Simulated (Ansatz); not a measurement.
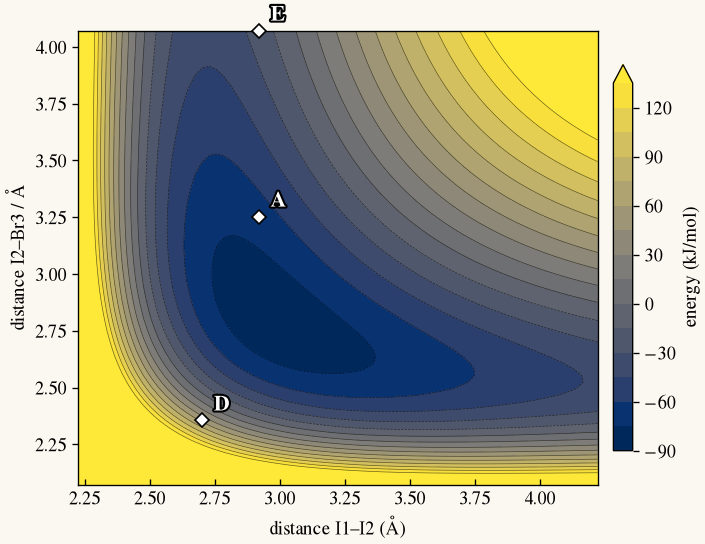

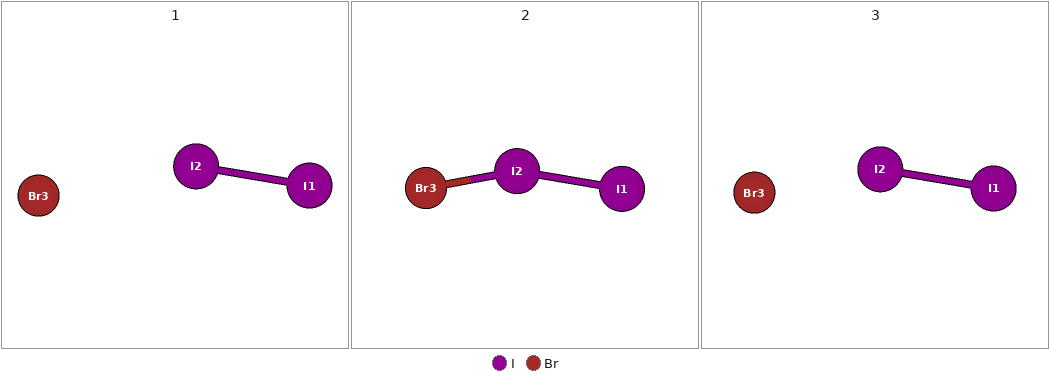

The system I⁻ + IBr. Coordinates scanned: (1) distance I1–I2; (2) distance I2–Br3. Nothing is relaxed (the angle I1–I2–Br3 is fixed at 160 degrees). Grid: 10 × 10 points. Energies: kJ/mol, counted from I with charge -1 far from the relaxed IBr (each part in its own basis). The reference is spin-restricted, so regions where a bond is pulled apart into radicals lie too high. Computed with Ansatz, RHF/def2-SVPD.

In the figure: filled contours, one colour for all values above the top of the scale, lettered points. Between grid points the surface is interpolated. The numbered pictures are the structures at these points, in random order.

Q: Which structure belongs to which point?

A: A is structure 3: distance I1–I2 = 2.921 Å, distance I2–Br3 = 3.253 Å, −67 kJ/mol; D is structure 2: distance I1–I2 = 2.703 Å, distance I2–Br3 = 2.355 Å, 56 kJ/mol; E is structure 1: distance I1–I2 = 2.921 Å, distance I2–Br3 = 4.072 Å, −23 kJ/mol.
